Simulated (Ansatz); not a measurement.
# Gate voltage at the highest density: puckered PAs monolayer

A layer charged from two gates alike needs a voltage that grows with the carrier density; the slope is e over the total capacitance.

Set-up. Ansatz 0.2.0, plane waves with PAW datasets (its set soft_2), PBE-D3(BJ); isolated slab, charged sheets 5 Å from the outer atoms behind model barriers, atoms held, Fermi-Dirac smearing of 0.02585 eV. The voltage is that of the gates (their mean) against the layer's Fermi level, from the uncharged case, which has a gap of 0.59 eV.

| run | added electrons (10¹³ per cm²) | gate voltage (V) |
| --- | --- | --- |
| run 1 | 1.00 | 0.64 |
| run 2 | 3.00 | 1.35 |
| run 3 | 6.00 | 2.36 |
| run 4 | 10.00 | ? |

**Question.** What value belongs in the row marked “?”, and how far can the other rows tell?

A least-squares line through the 3 rows shown has slope 0.3434 and intercept 0.3053; no row lies more than 0.01 V off it. The capacitance is 1.602/0.3434 = 4.67 µF/cm², against 3.54 µF/cm² for plates 5 Å apart in vacuum on both sides; it is the larger, as where the added charge has its centre outside the outer atoms (not examined here). The intercept is mostly the shift of the Fermi level from inside the gap to the band edge. At 10.00 it gives 0.3434 × 10.00 + 0.3053 = 3.74 V, beyond the rows fitted. Rounding and scatter of the rows alone allow about ±0.039 V there.

The run itself gives 3.67 V: a miss of −0.07 V, or 1.9 % of the value. The capacitance rises a little towards the highest density.

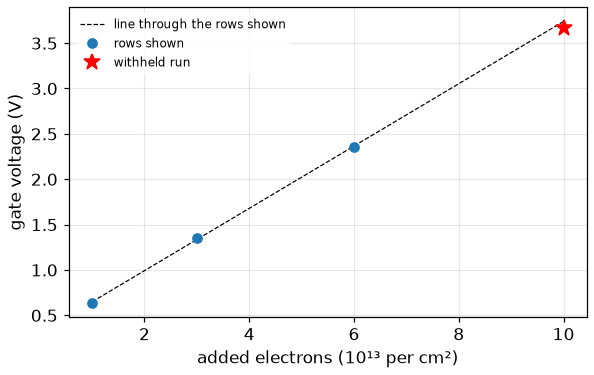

The fit and the withheld run.

Caveats: The gates are model sheets, not atoms, and low densities sample few k-points.
